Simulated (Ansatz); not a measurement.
**ScSb3S: from a guess to a relaxed structure**

Aim: relax a trial structure of ScSb3S and see where it ends.

Method: DFT PBE, scalar-relativistic, plane waves, PAW, in Ansatz 0.2.0.

## (1) The starting structure

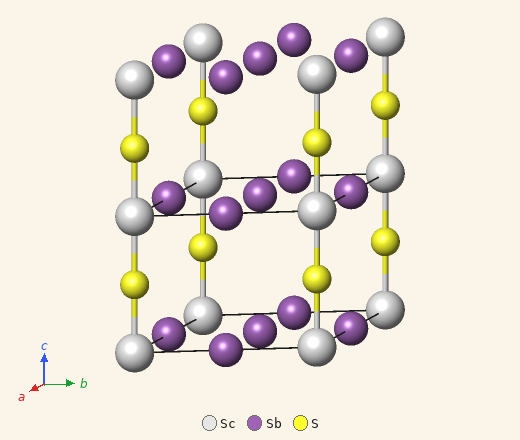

Start, viewed slightly off an axis; scandium white, antimony purple, sulfur yellow. 1×1×2 cells are drawn. Atoms on the faces are drawn again on the opposite ones.

Structure file:

```cif
data_structure
_symmetry_space_group_name_H-M 'P6/mmm'
_symmetry_Int_Tables_number 191
_cell_length_a 6.2499
_cell_length_b 6.2499
_cell_length_c 4.7431
_cell_angle_alpha 90.000
_cell_angle_beta 90.000
_cell_angle_gamma 120.000
_cell_volume 160.45
loop_
_atom_site_label
_atom_site_type_symbol
_atom_site_symmetry_multiplicity
_atom_site_Wyckoff_symbol
_atom_site_fract_x
_atom_site_fract_y
_atom_site_fract_z
_atom_site_occupancy
Sc1 Sc 1 a 0.00000 0.00000 0.00000 1
Sb1 Sb 3 f 0.50000 0.00000 0.00000 1
S1 S 1 b 0.00000 0.00000 0.50000 1
```

Recipe of the guess: random cell by space group and Wyckoff sites (P6/mmm, No. 191). Lengths come from tabulated atomic sizes and are only a guess.

## (2) A first look at the guess

Input file input.yaml:

```yaml
crystal:
  lattice:
    - [6.2499129, 0.0, 0.0]
    - [-3.12495645, 5.41258334, 0.0]
    - [0.0, 0.0, 4.74313415]
  atoms:
    - { symbol: Sc, position: [0.0, 0.0, 0.0] }
    - { symbol: Sb, position: [0.5, 0.0, 0.0] }
    - { symbol: Sb, position: [0.0, 0.5, 0.0] }
    - { symbol: Sb, position: [0.5, 0.5, 0.0] }
    - { symbol: S, position: [0.0, 0.0, 0.5] }
basis:
  ecutwfc: 420
kpoints:
  mp_grid: { grid: [3, 3, 4] }
hamiltonian:
  xc: pbe
scf:
  occupations: { method: gaussian, width: 0.1 }
  lower_state_search: "off"
output:
  forces: true
  stress: true
  eigenvalues: true
```

Command:

```sh
$ ansatz run input.yaml --threads 1 --pin off --max-ram 2560MiB --backend cpu --events-out ev --progress --plain --runs-dir out
```

The log of the run, shortened:

```text
[...]
SCF converged after 9 iterations
Free energy (F): -22492.183962 eV
[...]
E sigma→0 (E₀):  -22492.168367 eV
Entropy (-TS):   -0.031191 eV (-6.238 meV/atom)
Fermi energy:    6.783827 eV
[...]
--- Forces (eV/Å), atoms counted from 1 ---
  atom   1  Sc    -0.00000000    -0.00000000     0.00000000
  atom   2  Sb     0.00000000     0.00000000     0.00000000
  atom   3  Sb     0.00000000    -0.00000000     0.00000000
  atom   4  Sb     0.00000000     0.00000000     0.00000000
  atom   5  S     -0.00000000     0.00000000     0.00000000
[...]
--- Stress (GPa, compression-positive) ---
       -1.482220       0.000000       0.000000
       -0.000000      -1.482220       0.000000
        0.000000       0.000000       0.289616
  P = ⅓ Tr σ = -0.8916 GPa (-8.916 kbar)
--- Band table (eV; the first three rows and the last of 9) ---
[...]
```

It took 3.7 s on 1 thread of Intel Xeon Platinum 8375C at 2.90GHz (Ice Lake), shared host; peak memory 0.48 GiB.

The probe gives pressure -0.9 GPa, largest force 0.00 eV/Å, gap on this mesh none (metal). A guess like this is first relaxed loosely on the coarse mesh.

## (3) A loose first relaxation

input.yaml, as its differences from that of step 2:

```diff
@@ -24 +24,6 @@
   eigenvalues: true
+relax:
+  adjacent_minimum: "off"
+  f_tol: 0.04
+  max_steps: 70
+  cell: { stress_tol: 0.4 }
```

Command:

```sh
$ ansatz run input.yaml --threads 1 --pin off --max-ram 2560MiB --backend cpu --events-out ev --progress --plain --runs-dir out
```

The log of the run, shortened:

```text
Warning: RAYON_NUM_THREADS=1 ignored (pool sized by the plan → 1); use --threads N
[...]
Pseudopotentials: kind: paw
Pseudopotential: Sc, paw, valence charge 11, recommended cutoff 420 eV (normal), Sc.paw.azcp
Pseudopotential: Sb, paw, valence charge 15, recommended cutoff 420 eV (normal), Sb.paw.azcp
Pseudopotential: S, paw, valence charge 6, recommended cutoff 420 eV (normal), S.paw.azcp
Functional definition: PBE
[...]
Crystal: 5 atoms, lattice volume = 160.452 Å³
Basis set: ecut = 420 eV, 3123 PW (Γ), exchange–correlation on 90×90×64 points (8 copies of the dense FFT grid, shifted against one another)
Bands: 38, of which v1, the nominal top of the filled ones, is band 31 counted from 1 (30 counted from 0)
Symmetry: 24 space group operations
Space group: P6/mmm (ITA 191), of the structure as read, at distance tolerance 5.4e-5 Å
k-points: 9 of 36
[...]
--- Stress (GPa, compression-positive) ---
       -0.020858       0.000000       0.000000
        0.000000      -0.020858       0.000000
        0.000000       0.000000       0.034833
  P = ⅓ Tr σ = -0.0023 GPa (-0.023 kbar)
--- Band table (eV; the first three rows and the last of 9) ---
[...]
--- Relaxed structure (3 steps of the walk, 3 accepted, 1 SCFs on fresh bases) ---
  F+E_penalty+E_count = -22492.20167956 eV   max|allowed force component| = 2.083e-29 eV/Å   (the final SCF, on the basis selected at the relaxed cell)
  cell:  # Å, volume = 157.3797 Å³
    - [6.179644234092564, 0.0, 0.0]
    - [-3.089822117046282, 5.351728893074189, 0.0]
    - [0.0, 0.0, 4.758732134652566]
  atoms:
    - { symbol: Sc, position: [-2.6961765449375087e-37, 6.21766307847968e-36, 0.0] }
    - { symbol: Sb, position: [0.5, -1.1561980784162477e-35, 0.0] }
    - { symbol: Sb, position: [-2.7755575615628914e-17, 0.49999999999999994, 0.0] }
    - { symbol: Sb, position: [0.5, 0.49999999999999994, 0.0] }
    - { symbol: S, position: [-5.778900482580218e-36, 3.264041459604274e-36, 0.49999999999999994] }
```

It took 14 s on 1 thread of Intel Xeon Platinum 8375C at 2.90GHz (Ice Lake), shared host; peak memory 0.5 GiB.

Step by step:

| step | E - E(step 1) (eV/cell) | largest force component (eV/Å) | pressure (GPa) | volume (Å³) |
| --- | --- | --- | --- | --- |
| 1 | 0.0000 | 0.0000 | -0.89 | 160.45 |
| 2 | -0.0168 | 0.0000 | 0.37 | 156.18 |
| 3 | -0.0182 | 0.0000 | 0.00 | 157.38 |
| 4 | -0.0177 | 0.0000 | 0.00 | 157.38 |

Step 1 is the start. Step 4 repeats the geometry before it on a plane-wave basis chosen anew for that cell, so its energy need not be comparable with the rows above.

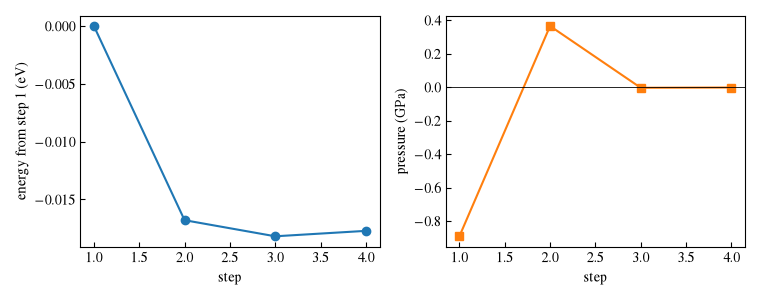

Energy and pressure along the relaxation.

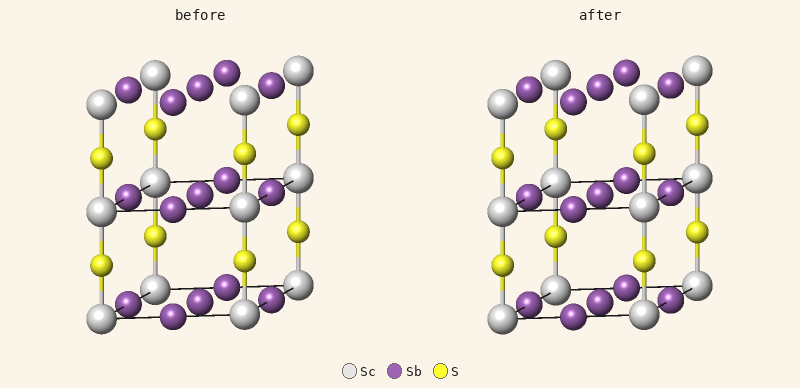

Before and after, at one scale. The change is too small to see at this scale.

|  | before | after | change |
| --- | --- | --- | --- |
| a (Å) | 6.250 | 6.180 | -1.1 % |
| b (Å) | 6.250 | 6.180 | -1.1 % |
| c (Å) | 4.743 | 4.759 | +0.3 % |
| volume (Å³/atom) | 32.09 | 31.48 | -1.9 % |
| shortest distance (Å) | 2.372 | 2.379 | +0.3 % |
| space group (0.01 Å) | P6/mmm | P6/mmm | same |

Forces and stress were held to the start's 24 operations: a distortion of lower symmetry was not tested.

## (4) Spin check on a coarse mesh

Input file input.yaml:

```yaml
crystal:
  lattice:
    - [6.1796442341, 0.0, 0.0]
    - [-3.089822117, 5.3517288931, 0.0]
    - [0.0, 0.0, 4.7587321347]
  atoms:
    - { symbol: Sc, position: [0.0, 0.0, 0.0], spin: 1.0 }
    - { symbol: Sb, position: [0.5, 0.0, 0.0] }
    - { symbol: Sb, position: [0.0, 0.5, 0.0] }
    - { symbol: Sb, position: [0.5, 0.5, 0.0] }
    - { symbol: S, position: [0.0, 0.0, 0.5] }
basis:
  ecutwfc: 420
kpoints:
  mp_grid: { grid: [3, 3, 4] }
hamiltonian:
  xc: pbe
scf:
  occupations: { method: gaussian, width: 0.1 }
  lower_state_search: "off"
output:
  forces: true
  stress: true
  eigenvalues: true
  populations: true
magnetization:
  spin_polarized: true
```

Command:

```sh
$ ansatz run input.yaml --threads 1 --pin off --max-ram 2560MiB --backend cpu --events-out ev --progress --plain --runs-dir out
```

The log of the run, shortened:

```text
[...]
SCF converged after 18 iterations
Magnetization: 0.0003 μB (31.0001 up, 30.9999 down)
Absolute magnetization: 0.0003 μB (∫|ρ↑−ρ↓|, with the PAW one-centre terms)
Spin contamination: 0.0000 ħ² per cell (⟨S²⟩ above its minimum at these occupations)
Per-site moments (μB) at R_I (Å): [(4.50227132677146e-5, 0.981488502781875), (3.7272968211998224e-5, 1.2745516232854315), (3.727296821218651e-5, 1.2745516232854315), (3.727296821234866e-5, 1.2745516232854315), (-7.102328966689294e-6, 0.981488502781875)]
Free energy (F): -22492.201680 eV
[...]
E sigma→0 (E₀):  -22492.186188 eV
Entropy (-TS):   -0.030983 eV (-6.197 meV/atom)
Fermi energy:    7.024972 eV
[...]
--- Forces (eV/Å), atoms counted from 1 ---
  atom   1  Sc     0.00000000    -0.00000000     0.00000000
  atom   2  Sb    -0.00000000    -0.00000000     0.00000000
  atom   3  Sb     0.00000000     0.00000000     0.00000000
  atom   4  Sb     0.00000000     0.00000000     0.00000000
  atom   5  S     -0.00000000     0.00000000     0.00000000
[...]
--- Stress (GPa, compression-positive) ---
       -0.020873       0.000000      -0.000000
       -0.000000      -0.020873      -0.000000
       -0.000000      -0.000000       0.034803
  P = ⅓ Tr σ = -0.0023 GPa (-0.023 kbar)
--- Band table (eV; the first three rows and the last of 18) ---
[...]
--- Löwdin populations: 5 sites ---
  site symbol       q [e]    m [muB]
     0     Sc     10.4190     0.0001
     1     Sb     14.9410     0.0001
     2     Sb     14.9410     0.0001
     3     Sb     14.9410     0.0001
     4      S      6.5354    -0.0000
  spilling = 0.003591 (of n_electrons = 62.000000)
```

Wall time 11 s (1 thread of Intel Xeon Platinum 8375C at 2.90GHz (Ice Lake), shared host); peak memory 0.53 GiB.

Per atom:

```csv
atom,Löwdin electrons
Sc1,10.42
Sb2,14.94
Sb3,14.94
Sb4,14.94
S5,6.54
```

The Löwdin counts miss 0.22 of the 62 electrons, which the atomic orbitals do not span, so they are no charges.

The same cell is solved with trial moments on Sc. The largest site moment that stays is 0.00 μB and the cell's total 0.00 μB. The workflow keeps spin only above 0.25 μB on a site, so the next run goes without spin.

## (5) Final relaxation

The end of the coarse run is made exact in the group found at a tolerance of 0.06 Å and reduced to its primitive cell.

Input file input.yaml:

```yaml
crystal:
  lattice:
    - [6.1796442341, 0.0, 0.0]
    - [-3.089822117, 5.3517288931, 0.0]
    - [0.0, 0.0, 4.7587321347]
  atoms:
    - { symbol: Sc, position: [0.0, 0.0, 0.0] }
    - { symbol: Sb, position: [0.5, 0.0, 0.0] }
    - { symbol: Sb, position: [0.0, 0.5, 0.0] }
    - { symbol: Sb, position: [0.5, 0.5, 0.0] }
    - { symbol: S, position: [0.0, 0.0, 0.5] }
basis:
  ecutwfc: 420
kpoints:
  mp_grid: { grid: [6, 6, 8] }
hamiltonian:
  xc: pbe
scf:
  occupations: { method: gaussian, width: 0.1 }
output:
  forces: true
  stress: true
  eigenvalues: true
  write_density: true
  write_potential: true
  elf: true
  volumetric_format: npy
relax:
  adjacent_minimum: "off"
  f_tol: 0.01
  max_steps: 80
  cell: { stress_tol: 0.05 }
```

Command:

```sh
$ ansatz run input.yaml --threads 1 --pin off --max-ram 2560MiB --backend cpu --events-out ev --progress --plain --runs-dir out
```

The log of the run, shortened:

```text
Warning: RAYON_NUM_THREADS=1 ignored (pool sized by the plan → 1); use --threads N
[...]
[... 5 set-up lines as earlier in the session ...]
[...]
Crystal: 5 atoms, lattice volume = 157.380 Å³
Basis set: ecut = 420 eV, 3021 PW (Γ), exchange–correlation on 90×90×64 points (8 copies of the dense FFT grid, shifted against one another)
Bands: 38, of which v1, the nominal top of the filled ones, is band 31 counted from 1 (30 counted from 0)
[... 2 set-up lines as earlier in the session ...]
k-points: 35 of 288
[...]
       -0.000000      -0.000000       0.039367
  P = ⅓ Tr σ = -0.0077 GPa (-0.077 kbar)
--- Band table (eV; the first three rows and the last of 35) ---
[...]
--- Relaxed structure (3 steps of the walk, 3 accepted, 1 SCFs on fresh bases) ---
  F+E_penalty+E_count = -22492.22534483 eV   max|allowed force component| = 6.153e-29 eV/Å   (the final SCF, on the basis selected at the relaxed cell)
  cell:  # Å, volume = 160.1442 Å³
    - [6.199902888025281, -2.896223177822584e-11, 1.624253163258426e-18]
    - [-3.099951443987559, 5.369273402040882, -8.121265816226445e-19]
    - [1.2507816680158306e-18, -2.150194802574484e-33, 4.810727878205149]
  atoms:
    - { symbol: Sc, position: [-7.610358818023555e-35, -7.377347516804652e-35, 2.3182538441796384e-69] }
    - { symbol: Sb, position: [0.49999999999999994, -4.0389678347315804e-28, 0.0] }
    - { symbol: Sb, position: [1.7028624105821179e-38, 0.5000000000000001, 1.2037062152420224e-35] }
    - { symbol: Sb, position: [0.5000000000000001, 0.5, -1.2037062152420224e-35] }
    - { symbol: S, position: [4.81482486096809e-35, 1.0766129099676305e-34, 0.49999999999999994] }
```

Wall time 49 s (1 thread of Intel Xeon Platinum 8375C at 2.90GHz (Ice Lake), shared host); peak memory 0.59 GiB.

Step by step:

| step | energy from step 1 (eV/cell) | largest force component (eV/Å) | pressure (GPa) | volume (Å³) |
| --- | --- | --- | --- | --- |
| 1 | 0.0000 | 0.0000 | 0.80 | 157.38 |
| 2 | -0.0078 | 0.0000 | -0.08 | 160.36 |
| 3 | -0.0085 | 0.0000 | -0.01 | 160.14 |
| 4 | -0.0089 | 0.0000 | -0.01 | 160.14 |

Step 1 is the start. Step 4 repeats the geometry before it on a plane-wave basis chosen anew for that cell, so its energy need not be comparable with the rows above.

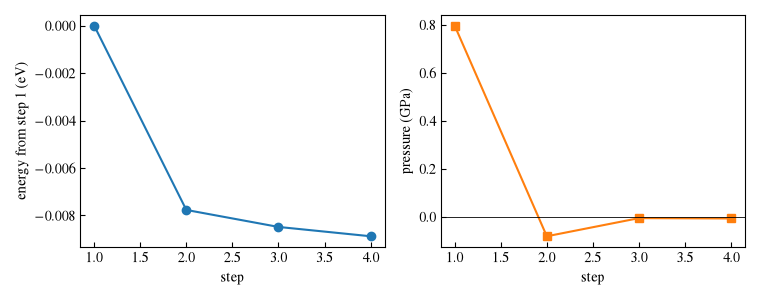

Energy and pressure along the relaxation.

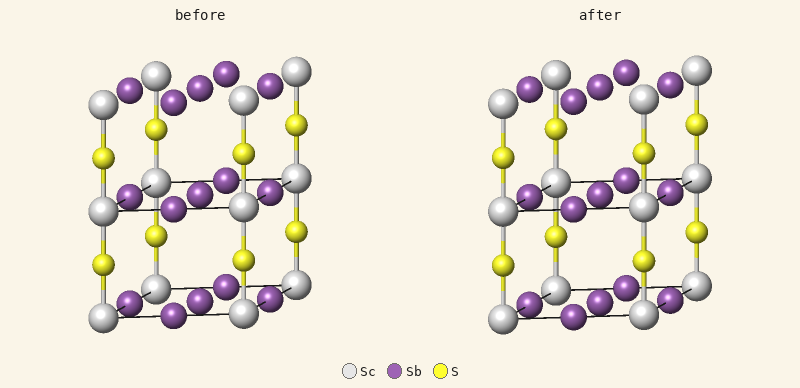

Before and after, at one scale. The change is too small to see at this scale.

|  | before | after | change |
| --- | --- | --- | --- |
| a (Å) | 6.180 | 6.200 | +0.3 % |
| b (Å) | 6.180 | 6.200 | +0.3 % |
| c (Å) | 4.759 | 4.811 | +1.1 % |
| volume (Å³/atom) | 31.48 | 32.03 | +1.8 % |
| shortest distance (Å) | 2.379 | 2.405 | +1.1 % |
| space group (0.01 Å) | P6/mmm | P6/mmm | same |

The run keeps the 24 symmetry operations of the start, so it could not have lowered the symmetry.

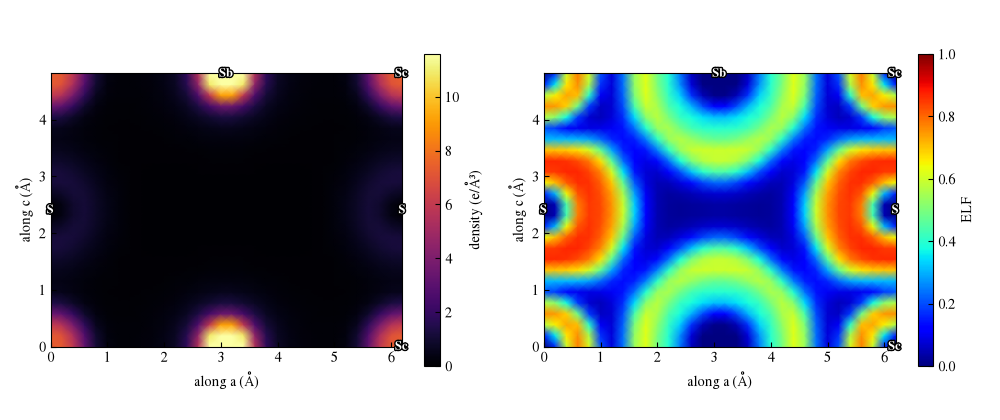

Density (left) and ELF (right) in a lattice plane of the grid's cell (edges 6.20 and 4.81 Å, at 0.000 of the third edge), which holds Sc and Sb and S. Only atoms in the plane are labelled; the density scale stops at 11.59 e/Å³. Both are smooth fields of the valence electrons: close to the nuclei they are not physical.

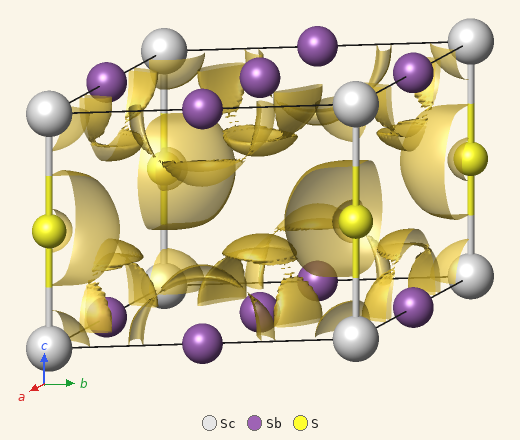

Surface of ELF = 0.56, drawn in one cell.

Maxima of ELF outside the ion cores: 0.87 in the shell around S, 0.9 Å from S; 0.62 on the Sb–Sc line, 1.3 Å from Sb; 0.60 beside Sb, off the lines to its neighbours, 1.4 Å from Sb.

## (6) Changing settings: basis.precision f64, eigensolver.kind davidson, f_tol 0.1, max_displacement 0.3

input.yaml, as its differences from that of step 5:

```diff
@@ -13,2 +13,3 @@
   ecutwfc: 420
+  precision: f64
 kpoints:
@@ -19,14 +20,12 @@
   occupations: { method: gaussian, width: 0.1 }
+  eigensolver: { kind: davidson }
 output:
   forces: true
+  eigenvalues: true
   stress: true
-  eigenvalues: true
-  write_density: true
-  write_potential: true
-  elf: true
-  volumetric_format: npy
 relax:
   adjacent_minimum: "off"
-  f_tol: 0.01
+  f_tol: 0.1
   max_steps: 80
   cell: { stress_tol: 0.05 }
+  max_displacement: 0.3
```

Command:

```sh
$ ansatz run input.yaml --threads 1 --pin off --max-ram 2560MiB --backend cpu --events-out ev --progress --plain --runs-dir out
```

The log of the run, shortened:

```text
Warning: RAYON_NUM_THREADS=1 ignored (pool sized by the plan → 1); use --threads N
[...]
[... 5 set-up lines as earlier in the session ...]
[...]
Crystal: 5 atoms, lattice volume = 157.380 Å³
Basis set: ecut = 420 eV, 3021 PW (Γ), exchange–correlation on 90×90×64 points (8 copies of the dense FFT grid, shifted against one another)
Bands: 38, of which v1, the nominal top of the filled ones, is band 31 counted from 1 (30 counted from 0)
[... 2 set-up lines as earlier in the session ...]
k-points: 35 of 288
[...]
       -0.000000      -0.000000       0.039179
  P = ⅓ Tr σ = -0.0079 GPa (-0.079 kbar)
--- Band table (eV; the first three rows and the last of 35) ---
[...]
--- Relaxed structure (3 steps of the walk, 3 accepted, 1 SCFs on fresh bases) ---
  F+E_penalty+E_count = -22492.22534469 eV   max|allowed force component| = 5.220e-29 eV/Å   (the final SCF, on the basis selected at the relaxed cell)
  cell:  # Å, volume = 160.1449 Å³
    - [6.199912118854886, -2.8962274403085355e-11, 1.6245966404460301e-18]
    - [-3.099956059402362, 5.369281396173819, -8.12298320216442e-19]
    - [1.2510461680207286e-18, 6.7900888502352134e-34, 4.810735064285262]
  atoms:
    - { symbol: Sc, position: [-2.108424317883754e-35, -2.009277575715281e-35, 4.2157805243430543e-38] }
    - { symbol: Sb, position: [0.49999999999999994, -4.0389678347315804e-28, -4.81482486096809e-35] }
    - { symbol: Sb, position: [1.7035776066081995e-38, 0.5000000000000001, 2.407412430484045e-35] }
    - { symbol: Sb, position: [0.5, 0.5, -2.407412430484045e-35] }
    - { symbol: S, position: [-9.62964972193618e-35, -1.3705072419404038e-34, 0.49999999999999994] }
```

Run time: 51 s. Hardware: 1 thread of Intel Xeon Platinum 8375C at 2.90GHz (Ice Lake), shared host; peak memory 0.56 GiB.

| run | ending | energy change | pressure (GPa) | gap (eV) | force (eV/Å) | cycles | time |
| --- | --- | --- | --- | --- | --- | --- | --- |
| step 5 | converged | 0 | 0.0 | 0.00 | 0.00 | - | 49 s |
| variant | converged | 0.0 meV/atom | 0.0 | 0.00 | 0.00 | - | 51 s |

Same state: the changed arithmetic precision, solver, convergence setting and walk settings leaves the energy within 0.5 meV/atom.

## (7) Results

| quantity | value |
| --- | --- |
| symmetry at the end (tolerance 0.05 Å) | space group P6/mmm (No. 191) |
| conventional cell | a = 6.200 Å, b = 6.200 Å, c = 4.811 Å, α = 90.00°, β = 90.00°, γ = 120.00° |
| volume | 32.03 Å³/atom |
| energy over the elements | -0.18 eV/atom |
| gap on the mesh | none (metal) |

The space group P6/mmm (No. 191) is kept, at nearly the size of the first guess. A negative formation energy is needed for stability but isn't enough; other structures and compounds were not set against it here. No finished test with a distortion of lower symmetry is shown, so the end may be a saddle point. Spin-orbit coupling is left out for Sb. Other magnetic orders were not searched.
